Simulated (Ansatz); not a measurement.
The starting structures come from a database of crystals and need not be the phases stable at ambient conditions.

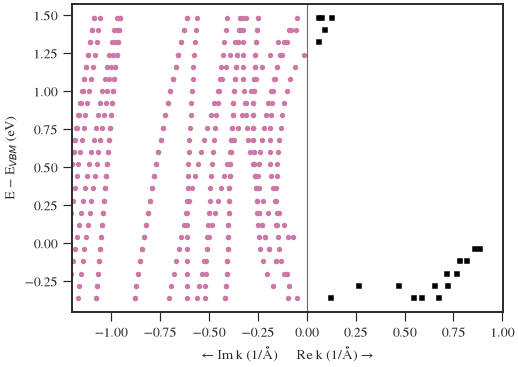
Figure: Complex bands at the centre of the two-dimensional zone; Ansatz (a program for electronic structure) with r2SCAN

No gap correction and no spin-orbit coupling; mid-gap values are interpolated between computed energies.

Problem. This is Cs3Sb (Fm-3m, not sure to be the ambient phase, 4 atoms a cell, 49.4 Å³ an atom) along the normal of (110). Read off the slowest decay at the centre of the two-dimensional zone at 0.60 eV, the computed energy nearest the middle of the gap.

Solution. κ ≈ 0.15 1/Å, a decay length 1/(2κ) of the density of 3.4 Å.
